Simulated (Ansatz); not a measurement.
## Fields on a plane of GaN (wurtzite)

```
GaN
1.0
    3.21838     0.00000     0.00000
   -1.60919     2.78720     0.00000
    0.00000     0.00000     5.24320
Ga N
2 2
Direct
  0.66667   0.33333   0.00096
  0.33333   0.66667   0.50096
  0.66667   0.33333   0.62424
  0.33333   0.66667   0.12424
```

The slice is a (0001) plane (indices of the conventional cell) through the point (0.333, 0.667, 0.501) (fractional), spanned by u = [110] and v = [1 -1 0] in vectors of this cell: u (3.22 Å) and v (5.57 Å, at 90° to u). It covers one period; positions are fractions (u, v).

Atoms on it: Ga at (0.00, 0.00); Ga at (0.50, 0.50). Other atoms lie within 1 Å of the plane.

Method: PBE (plane waves to 420 eV, PAW, scalar-relativistic; Ansatz, an electronic-structure program). k mesh 12×12×6. Inside the PAW spheres the values are not all-electron values, and peaks at nuclei hang on which shells count as valence. GaN was relaxed with its symmetry unable to fall.

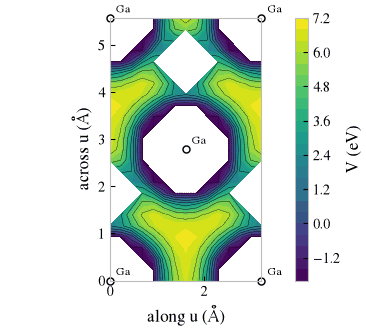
Figure: Electrostatic potential energy of an electron, from the cell's mean, in eV, one period of the plane, atoms marked. Points within 0.8 Å of a nucleus are left white, as the pseudised field means little there. Values under -2 eV are set to -2. The zero, the cell's mean, hangs on the PAW cores.

```
|@@%%**==--------------==**%%|
|****==------------------==**|
|==----------======----------|
|::::::::----======----::::::|
|......::----======----::....|
|    ....::----------::....  |
|      ..::::------::::..    |
|      ..::::------::::..    |
|      ..::--======--::..    |
|    ..::--==******==--::..  |
|......::==**%%@@%%**==::....|
|::::::--==**@@@@@@**==--::::|
|--------==**%%@@%%**==------|
|----------==******==--------|
|====----------==----------==|
|====----::::::::::::::----==|
|====----::..........::----==|
|------::....      ....::----|
|----::::..          ..::::--|
|----::::..          ..::::--|
|====--::..          ..::--==|
|****==--::..      ..::--==**|
|@@%%**==::..........::==**%%|
|@@@@**==--::::::::::--==**@@|
```
Scale: ten equal steps from -1.25 (start of ' ') to 1.72 (end of '@'), in the order ' .:-=+*#%@'. Values: log₁₀ of the valence density in e/Å³. The map has 14 points along u (two characters each, u = 0 at the left) and 24 along v (v = 0 in the bottom row). The scale is logarithmic, as a density can span decades between atoms and voids.
